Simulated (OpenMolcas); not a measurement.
## NiCl₄ (charge −2): excited-state calculation (part 3 of 3)

The same run, continued: NiCl₄, charge −2, multiplicity 3; CASPT2/ANO-RCC-VDZP, DKH2 (OpenMolcas 26.06). The geometry comes from this level: GFN2-xTB. The settings of this run were made unusual or wrong on purpose.

Geometry of the input (Å):
```
Ni 0.0245  -0.0428  -0.0369
Cl 0.0531  -0.0741  2.1296
Cl 2.1588  0.1763  -0.6606
Cl -1.0066  1.7214  -0.7573
Cl -1.2298  -1.7808  -0.6748
```

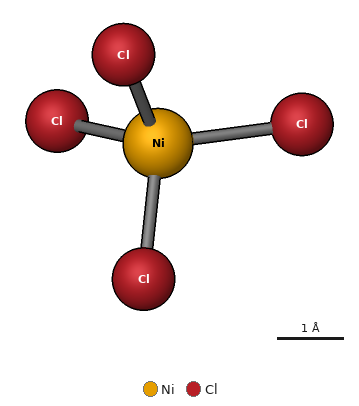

Figure 1. The structure as given in the input (ball-and-stick view, seen at a tilt). Sticks mark near contacts.

Output, continued:
```
      LoProp population analysis for root number:  3
      -----------------------------------------------

++    LoProp analysis:
      ----------------

++    Static properties:
      ------------------

      LoProp Charges per center

                   NI1      CL2      CL3      CL4      CL5
      Nuclear     28.0000  17.0000  17.0000  17.0000  17.0000
      Electronic -26.6026 -17.8478 -17.8512 -17.8472 -17.8512

      Total        1.3974  -0.8478  -0.8512  -0.8472  -0.8512
--

      Natural Bond Order analysis for root number:  3

++    Natural Bond Order analysis
      ---------------------------
      Based on LoProp computed density
      -------------------------------------------------------------------------------------
      Atom A       Atom B       Bond Order
      -------------------------------------------------------------------------------------
      NBO located      0.982 non-bonded electrons on atom NI1
      NBO located      0.990 non-bonded electrons on atom NI1
      NBO located      0.996 non-bonded electrons on atom NI1
      NBO located      0.996 non-bonded electrons on atom NI1
      NBO located      0.996 non-bonded electrons on atom NI1
      NBO located      1.000 non-bonded electrons on atom NI1
      NBO located      1.000 non-bonded electrons on atom NI1
      NBO located      1.000 non-bonded electrons on atom NI1
      NBO located      1.000 non-bonded electrons on atom NI1
      NBO located      1.000 non-bonded electrons on atom NI1
      NBO located      0.990 non-bonded electrons on atom CL2
      NBO located      0.992 non-bonded electrons on atom CL2
      NBO located      1.000 non-bonded electrons on atom CL2
      NBO located      1.000 non-bonded electrons on atom CL2
      NBO located      1.000 non-bonded electrons on atom CL2
      NBO located      1.000 non-bonded electrons on atom CL2
      NBO located      1.000 non-bonded electrons on atom CL2
      NBO located      1.004 non-bonded electrons on atom CL3
      NBO located      0.999 non-bonded electrons on atom CL3
      NBO located      1.000 non-bonded electrons on atom CL3
      NBO located      1.000 non-bonded electrons on atom CL3
      NBO located      1.000 non-bonded electrons on atom CL3
      NBO located      1.000 non-bonded electrons on atom CL3
      NBO located      1.000 non-bonded electrons on atom CL3
      NBO located      1.019 non-bonded electrons on atom CL4
      NBO located      1.007 non-bonded electrons on atom CL4
      NBO located      1.000 non-bonded electrons on atom CL4
      NBO located      1.000 non-bonded electrons on atom CL4
      NBO located      1.000 non-bonded electrons on atom CL4
      NBO located      1.000 non-bonded electrons on atom CL4
      NBO located      1.000 non-bonded electrons on atom CL4
      NBO located      1.002 non-bonded electrons on atom CL5
      NBO located      1.000 non-bonded electrons on atom CL5
      NBO located      1.000 non-bonded electrons on atom CL5
      NBO located      1.000 non-bonded electrons on atom CL5
      NBO located      1.000 non-bonded electrons on atom CL5
      NBO located      1.000 non-bonded electrons on atom CL5
      The remaining   12.296 electrons are to be considered as diffuse
--

--

      Von Neumann Entropy (Root   4) =  1.00012

      Mulliken population analysis for root number:  4
      -----------------------------------------------

++    Molecular charges:
      ------------------

      Mulliken charges per centre
      ---------------------------

                NI1     CL2     CL3     CL4     CL5
      Total   27.0326 17.7325 17.7509 17.7325 17.7515

      N-E      0.9674 -0.7325 -0.7509 -0.7325 -0.7515

      Total electronic charge=   98.000000

      Total            charge=   -2.000000
--

      Expectation values of various properties for root number:  4
      -----------------------------------------------------------

++    Molecular properties:
      ---------------------

      Charge (e):
                      =   -2.0000
      Dipole Moment (debye):
      Origin of the operator (angstrom)=    0.0028   -0.0050   -0.0043
                   X=  1.0809E-01               Y= -1.7931E-01               Z= -1.6170E-01           Total=  2.6455E-01
      Center of Charge (angstrom)
                     X=   -0.01054011               Y=    0.01742525               Z=    0.01576208
      Quadrupole Moment (debye*angstrom):
      Origin of the operator (angstrom)=    0.0028   -0.0050   -0.0043
                  XX= -9.8196E+01              XY= -2.8178E+00              XZ= -9.1930E-01              YY= -9.4795E+01
                  YZ=  1.2644E+00              ZZ= -9.4208E+01
      In traceless form (debye*angstrom)
                  XX= -3.6947E+00              XY= -4.2267E+00              XZ= -1.3790E+00              YY=  1.4068E+00
                  YZ=  1.8966E+00              ZZ=  2.2879E+00
--

      Mulliken spin population analysis for root number:  4
      ---------------------------------------------------

++    Molecular charges:
      ------------------

      Mulliken spin population per centre
      ---------------------------

                NI1     CL2     CL3     CL4     CL5
      Total    1.9416  0.0154  0.0139  0.0154  0.0137

      Total electronic spin=    2.000000
--

      LoProp population analysis for root number:  4
      -----------------------------------------------

++    LoProp analysis:
      ----------------

++    Static properties:
      ------------------

      LoProp Charges per center

                   NI1      CL2      CL3      CL4      CL5
      Nuclear     28.0000  17.0000  17.0000  17.0000  17.0000
      Electronic -26.5891 -17.8530 -17.8524 -17.8529 -17.8526

      Total        1.4109  -0.8530  -0.8524  -0.8529  -0.8526
--

      Natural Bond Order analysis for root number:  4

++    Natural Bond Order analysis
      ---------------------------
      Based on LoProp computed density
      -------------------------------------------------------------------------------------
      Atom A       Atom B       Bond Order
      -------------------------------------------------------------------------------------
      NBO located      0.990 non-bonded electrons on atom NI1
      NBO located      0.996 non-bonded electrons on atom NI1
      NBO located      0.996 non-bonded electrons on atom NI1
      NBO located      0.996 non-bonded electrons on atom NI1
      NBO located      1.000 non-bonded electrons on atom NI1
      NBO located      1.000 non-bonded electrons on atom NI1
      NBO located      1.000 non-bonded electrons on atom NI1
      NBO located      1.000 non-bonded electrons on atom NI1
      NBO located      1.000 non-bonded electrons on atom NI1
      NBO located      0.988 non-bonded electrons on atom CL2
      NBO located      0.995 non-bonded electrons on atom CL2
      NBO located      1.000 non-bonded electrons on atom CL2
      NBO located      1.000 non-bonded electrons on atom CL2
      NBO located      1.000 non-bonded electrons on atom CL2
      NBO located      1.000 non-bonded electrons on atom CL2
      NBO located      1.000 non-bonded electrons on atom CL2
      NBO located      1.006 non-bonded electrons on atom CL3
      NBO located      0.997 non-bonded electrons on atom CL3
      NBO located      1.000 non-bonded electrons on atom CL3
      NBO located      1.000 non-bonded electrons on atom CL3
      NBO located      1.000 non-bonded electrons on atom CL3
      NBO located      1.000 non-bonded electrons on atom CL3
      NBO located      1.000 non-bonded electrons on atom CL3
      NBO located      1.019 non-bonded electrons on atom CL4
      NBO located      1.001 non-bonded electrons on atom CL4
      NBO located      1.000 non-bonded electrons on atom CL4
      NBO located      1.000 non-bonded electrons on atom CL4
      NBO located      1.000 non-bonded electrons on atom CL4
      NBO located      1.000 non-bonded electrons on atom CL4
      NBO located      1.000 non-bonded electrons on atom CL4
      NBO located      1.003 non-bonded electrons on atom CL5
      NBO located      1.000 non-bonded electrons on atom CL5
      NBO located      1.000 non-bonded electrons on atom CL5
      NBO located      1.000 non-bonded electrons on atom CL5
      NBO located      1.000 non-bonded electrons on atom CL5
      NBO located      1.000 non-bonded electrons on atom CL5
      The remaining   13.270 electrons are to be considered as diffuse
--

--

      Von Neumann Entropy (Root   5) =  1.15012

      Mulliken population analysis for root number:  5
      -----------------------------------------------

++    Molecular charges:
      ------------------

      Mulliken charges per centre
      ---------------------------

                NI1     CL2     CL3     CL4     CL5
      Total   27.0273 17.7300 17.7562 17.7299 17.7567

      N-E      0.9727 -0.7300 -0.7562 -0.7299 -0.7567

      Total electronic charge=   98.000000

      Total            charge=   -2.000000
--

      Expectation values of various properties for root number:  5
      -----------------------------------------------------------

++    Molecular properties:
      ---------------------

      Charge (e):
                      =   -2.0000
      Dipole Moment (debye):
      Origin of the operator (angstrom)=    0.0028   -0.0050   -0.0043
                   X=  9.1279E-02               Y= -1.5071E-01               Z= -1.3820E-01           Total=  2.2393E-01
      Center of Charge (angstrom)
                     X=   -0.00878999               Y=    0.01444805               Z=    0.01331554
      Quadrupole Moment (debye*angstrom):
      Origin of the operator (angstrom)=    0.0028   -0.0050   -0.0043
                  XX= -9.8406E+01              XY= -2.8712E+00              XZ= -8.1201E-01              YY= -9.4867E+01
                  YZ=  9.9906E-01              ZZ= -9.4081E+01
      In traceless form (debye*angstrom)
                  XX= -3.9323E+00              XY= -4.3067E+00              XZ= -1.2180E+00              YY=  1.3764E+00
                  YZ=  1.4986E+00              ZZ=  2.5559E+00
--

      Mulliken spin population analysis for root number:  5
      ---------------------------------------------------

++    Molecular charges:
      ------------------

      Mulliken spin population per centre
      ---------------------------

                NI1     CL2     CL3     CL4     CL5
      Total    1.9469  0.0180  0.0085  0.0180  0.0085

      Total electronic spin=    2.000000
--

      LoProp population analysis for root number:  5
      -----------------------------------------------

++    LoProp analysis:
      ----------------

++    Static properties:
      ------------------

      LoProp Charges per center

                   NI1      CL2      CL3      CL4      CL5
      Nuclear     28.0000  17.0000  17.0000  17.0000  17.0000
      Electronic -26.5820 -17.8499 -17.8592 -17.8498 -17.8592

      Total        1.4180  -0.8499  -0.8592  -0.8498  -0.8592
--

      Natural Bond Order analysis for root number:  5

++    Natural Bond Order analysis
      ---------------------------
      Based on LoProp computed density
      -------------------------------------------------------------------------------------
      Atom A       Atom B       Bond Order
      -------------------------------------------------------------------------------------
      NBO located      0.955 non-bonded electrons on atom NI1
      NBO located      0.990 non-bonded electrons on atom NI1
      NBO located      1.003 non-bonded electrons on atom NI1
      NBO located      0.996 non-bonded electrons on atom NI1
      NBO located      0.996 non-bonded electrons on atom NI1
      NBO located      0.996 non-bonded electrons on atom NI1
      NBO located      1.000 non-bonded electrons on atom NI1
      NBO located      1.000 non-bonded electrons on atom NI1
      NBO located      1.000 non-bonded electrons on atom NI1
      NBO located      1.000 non-bonded electrons on atom NI1
      NBO located      1.000 non-bonded electrons on atom NI1
      NBO located      0.990 non-bonded electrons on atom CL2
      NBO located      0.993 non-bonded electrons on atom CL2
      NBO located      1.000 non-bonded electrons on atom CL2
      NBO located      1.000 non-bonded electrons on atom CL2
      NBO located      1.000 non-bonded electrons on atom CL2
      NBO located      1.000 non-bonded electrons on atom CL2
      NBO located      1.000 non-bonded electrons on atom CL2
      NBO located      1.002 non-bonded electrons on atom CL3
      NBO located      1.000 non-bonded electrons on atom CL3
      NBO located      1.000 non-bonded electrons on atom CL3
      NBO located      1.000 non-bonded electrons on atom CL3
      NBO located      1.000 non-bonded electrons on atom CL3
      NBO located      1.000 non-bonded electrons on atom CL3
      NBO located      1.000 non-bonded electrons on atom CL3
      NBO located      1.018 non-bonded electrons on atom CL4
      NBO located      1.005 non-bonded electrons on atom CL4
      NBO located      1.000 non-bonded electrons on atom CL4
      NBO located      1.000 non-bonded electrons on atom CL4
      NBO located      1.000 non-bonded electrons on atom CL4
      NBO located      1.000 non-bonded electrons on atom CL4
      NBO located      1.000 non-bonded electrons on atom CL4
      NBO located      1.001 non-bonded electrons on atom CL5
      NBO located      1.000 non-bonded electrons on atom CL5
      NBO located      1.000 non-bonded electrons on atom CL5
      NBO located      1.000 non-bonded electrons on atom CL5
      NBO located      1.000 non-bonded electrons on atom CL5
      NBO located      1.000 non-bonded electrons on atom CL5
      The remaining   11.302 electrons are to be considered as diffuse
--

--

      Average orbitals are written to the RASORB file
      Natural orbitals for root   1 are written to the RASORB.1 file
      Natural orbitals for root   2 are written to the RASORB.2 file
      Natural orbitals for root   3 are written to the RASORB.3 file
      Natural orbitals for root   4 are written to the RASORB.4 file
      Natural orbitals for root   5 are written to the RASORB.5 file
      Spin density orbitals for root   1 are written to the SPDORB.1 file
      Spin density orbitals for root   2 are written to the SPDORB.2 file
      Spin density orbitals for root   3 are written to the SPDORB.3 file
      Spin density orbitals for root   4 are written to the SPDORB.4 file
      Spin density orbitals for root   5 are written to the SPDORB.5 file

--- Stop Module: rasscf /rc=_RC_ALL_IS_WELL_ ---
           step12.LoProp.molden step12.RasOrb step12.RasOrb.1 step12.RasOrb.2 step12.RasOrb.3 step12.RasOrb.4 step12.RasOrb.5 step12.rasscf.h5 step12.SpdOrb.1 step12.SpdOrb.2
           step12.SpdOrb.3 step12.SpdOrb.4 step12.SpdOrb.5 xmldump
--- Module rasscf spent 5 seconds ---

--- Start Module: caspt2 ---

                                              &CASPT2

                       available to each process: 1.9 GB of memory, 1 thread

 ###############################################################################
 ###############################################################################
 ###    WARNING: User changed nr of frozen orbitals.                         ###
 ###############################################################################
 ###    ERROR: Too many frozen orbitals!                                     ###
 ###############################################################################
--- Stop Module: caspt2 /rc=_RC_INPUT_ERROR_ ---

.####################.
.# User input error #.
.####################.

    Timing: Wall=14.23 User=13.20 System=0.89
```

What the run reported:

| quantity | value |
| --- | --- |
| outcome | refused by the program |
| basis functions | 106 |

Some settings of this run were drawn to be unusual or wrong (frozen set to 98 (from default)). The program refused the input.
